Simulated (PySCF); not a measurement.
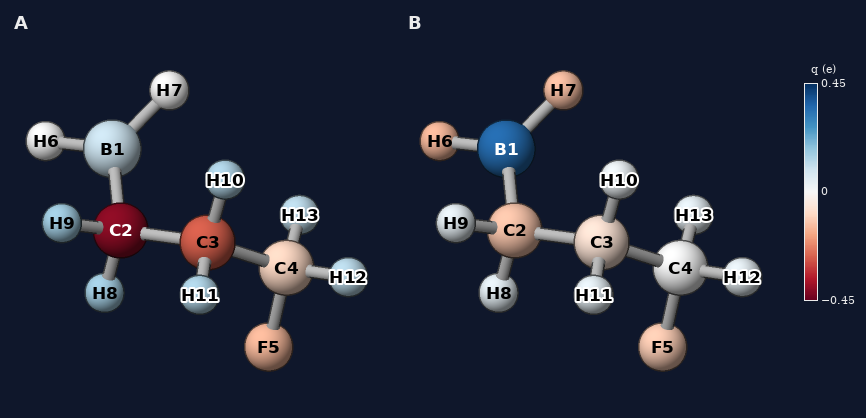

Atomic charges of one calculation by 2 schemes, on one colour scale. The geometry was computed by an optimisation with PBE0-D3(BJ)/def2-SVP. No frequency run is at hand to confirm it as a minimum. Level of theory: PBE0/STO-3G (PySCF 2.14.0).

> The schemes are ESP-fitted, IAO. Which panel shows which?

A IAO, B ESP-fitted.

List the charges (e), one line for each set of equivalent atoms.

```
atom    IAO  ESP-fitted
  B1   0.10        0.35
  C2  −0.40       −0.12
  C3  −0.27       −0.07
  C4  −0.09        0.00
  F5  −0.15       −0.11
  H6   0.00       −0.15
  H7   0.00       −0.14
  H8   0.15        0.04
  H9   0.16        0.04
 H10   0.13        0.02
 H11   0.13        0.04
 H12   0.12        0.04
 H13   0.12        0.04
```
